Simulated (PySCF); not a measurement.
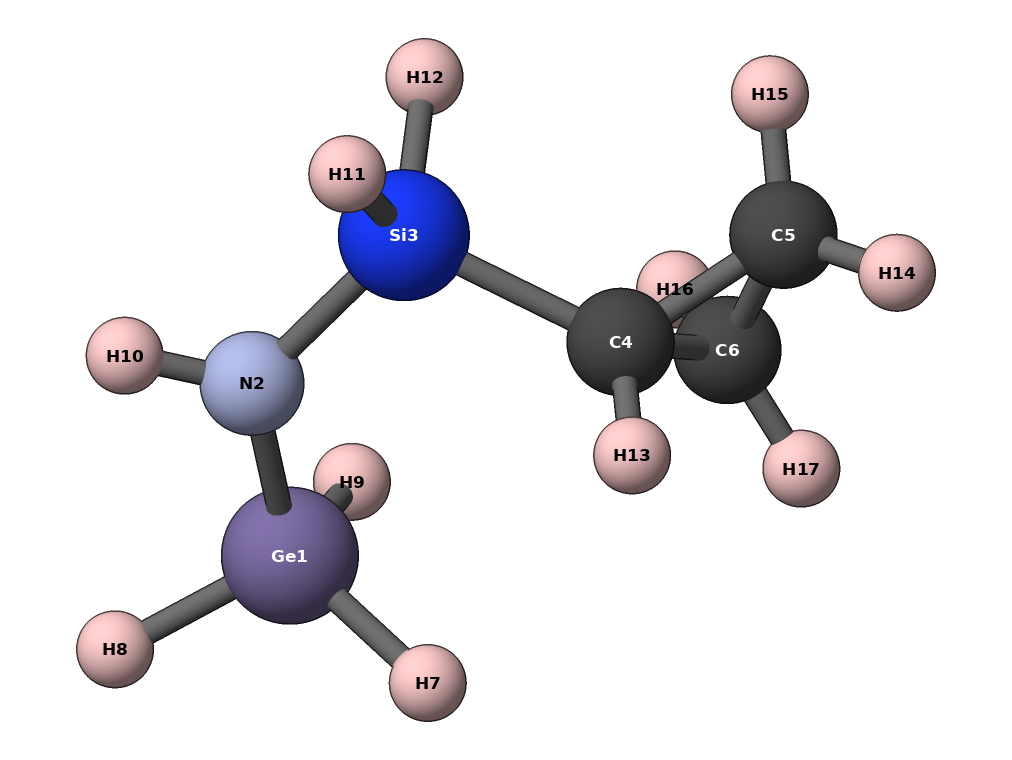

Computed geometry: PBE0-D3(BJ)/def2-SVP optimisation. No frequency run is at hand to confirm it as a minimum. Properties computed with GIAO LDA/pcSseg-1 NMR shielding, non-relativistic, gas phase (PySCF 2.14.0). Principal shieldings σ11 ≤ σ22 ≤ σ33, span Ω = σ33 − σ11, skew κ = 3(σiso − σ22)/Ω.

Give the shielding tensors of the Si atoms.

```
atom    σ11    σ22    σ33   σiso      Ω     κ
 Si3  285.2  310.3  393.4  329.6  108.2  0.54
```

Shieldings and span in ppm.
